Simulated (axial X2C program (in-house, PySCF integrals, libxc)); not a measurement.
**GeNi: relativistic diatomic calculation**

- system: GeNi, single determinant with M_S = 0 and |Λ| = 3.
- method: HF, spin-free X2C-1e, Ge dyall-cv3z, Ni dyall-cv3z (cores contracted) (axial X2C program (in-house, PySCF integrals, libxc))

### Results in brief

| quantity | value |
| --- | --- |
| outcome | converged |
| bond length rₑ | 2.452 Å |
| ωₑ | 181.2 cm⁻¹ |
| energy at the minimum | −3616.20288 hartree |
| depth below the fragments | 0.35 eV |
| largest ⟨S²⟩ along the curve | 1.32 |
| hardware | 1 thread of Arm Neoverse V1, 24 GiB of memory available, shared host |
| wall time | 9.3 s |

### Notes

Hartree–Fock lacks correlation, so it usually binds too weakly. ⟨S²⟩ reaches 1.32 where a pure state of this multiplicity has 0.00, so the determinant is spin-contaminated. Caveats: some points did not converge; 9 of the 10 points asked for were kept.

### Input file
```
{"zs": [32, 28], "q": 0, "bas": ["dyall-cv3z", "dyall-cv3z"], "levels": ["PBE0", "HF", "M06"], "cc": true, "r0": 2.31, "thr": -1.0, "nmax": 90, "npts": 10, "nst": 2, "ntry": 6}
```

The line is the task of a batch: nuclear charges, charge, bases, the levels to run, a first guess of the distance and further settings. This report covers HF without spin-orbit coupling. The log is that of the reference distance 2.262 Å.

The run was one of a batch that the task file lists, launched with:
```bash
python <driver script> task.json out
```

### The program's output
```
spin-free X2C-1e  HF
basis functions 213  fitting functions 1213  grid points 5801
iter        total energy     max residual
   1      -3616.147356698     2.97e-01
   2      -3616.189590020     3.06e-02
   3      -3616.186853499     4.69e-02
   4      -3616.197893339     4.01e-03
   5      -3616.198510477     3.01e-03
   6      -3616.198844914     2.43e-03
   7      -3616.199087211     1.92e-03
   8      -3616.199215258     8.67e-04
   9      -3616.199249731     3.45e-04
  10      -3616.199259963     1.26e-04
  11      -3616.199261807     1.02e-04
  12      -3616.199262983     9.22e-05
  13      -3616.199263975     7.50e-05
  14      -3616.199265808     4.45e-05
  15      -3616.199266488     3.42e-05
  16      -3616.199266657     2.88e-05
  17      -3616.199266714     1.74e-05
  18      -3616.199266733     5.82e-06
  19      -3616.199266735     2.70e-06
  20      -3616.199266735     1.02e-06
converged
one-electron -5456.36452726  Coulomb 1771.67384085  exact exchange -141.12077351  xc functional 0.00000000  nuclear repulsion 209.61219318
correlated 14  virtual 286  natural virtual 90  E(MP2) -0.534766497  MP2 remainder -0.051246852
iter   CCSD correlation   residual
   1     -0.412696790   2.90e-01
   2     -0.441639492   2.17e-01
   3     -0.449092298   6.33e-02
   4     -0.450303116   3.86e-02
   5     -0.450824896   2.11e-02
   6     -0.451668062   1.43e-02
   7     -0.451821661   7.23e-03
   8     -0.451683561   3.74e-03
   9     -0.451869922   2.53e-03
  10     -0.451809805   1.69e-03
  11     -0.451821491   1.10e-03
  12     -0.451842002   6.52e-04
  13     -0.451832630   3.73e-04
  14     -0.451831159   2.13e-04
  15     -0.451831800   1.25e-04
  16     -0.451830147   7.03e-05
  17     -0.451829975   4.23e-05
  18     -0.451830103   2.70e-05
  19     -0.451829725   1.80e-05
  20     -0.451829718   1.15e-05
(T) -0.026687599349339376  T1 0.0728  D1 0.1740  max T2 0.098
```

### The points of the curve

```csv
R (Å),E (hartree),"dipole (D; origin at the first atom, positive when the second is positive)",highest filled (eV),lowest empty (eV)
1.968,–,–,−6.71,−0.15
2.058,−3616.181018,2.65,−6.71,−0.16
2.126,−3616.189534,2.71,−6.69,−0.15
2.194,−3616.195414,2.72,−6.65,−0.13
2.262,−3616.199267,2.68,−6.61,−0.12
2.341,−3616.201809,2.56,−6.54,−0.12
2.420,−3616.202807,2.34,−6.46,−0.12
2.522,−3616.202573,1.92,−6.37,−0.15
2.647,−3616.200969,1.31,−6.28,−0.22
```

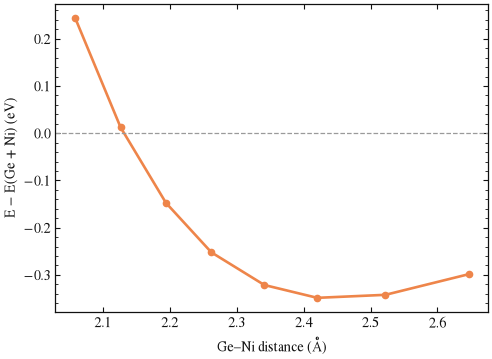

**Figure 1.** Energy at 8 bond lengths, for one set of occupations held fixed; the line joins the points. A polynomial of degree 6 through 8 points gives rₑ = 2.452 Å, ωₑ = 181.2 cm⁻¹, ωₑxₑ = 2.0 cm⁻¹ and Bₑ = 0.08632 cm⁻¹. The minimum lies 0.35 eV below Ge + Ni, each computed as one determinant at the same level. 1 further points did not converge.

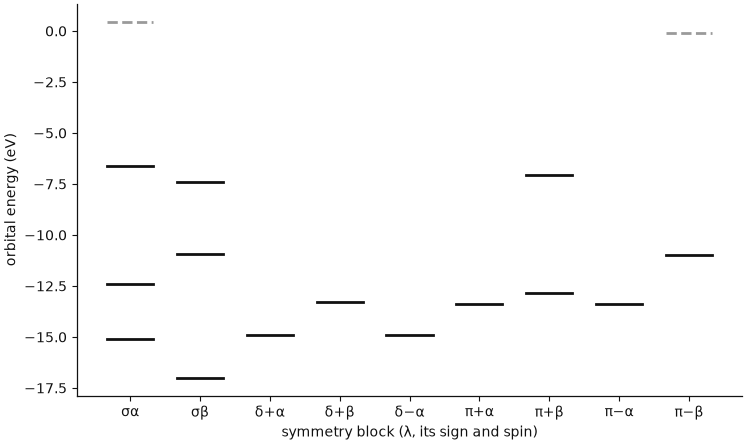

**Figure 2.** Orbital energies near the frontier at 2.26 Å, filled (solid) and empty (dashed); a label such as π−α means λ = −1 and α spin. The highest filled orbital (σα; 55 % Ge p, 37 % Ni s) lies at −6.61 eV, the lowest empty one (π−β; 65 % Ge p, 31 % Ni p) at −0.12 eV.
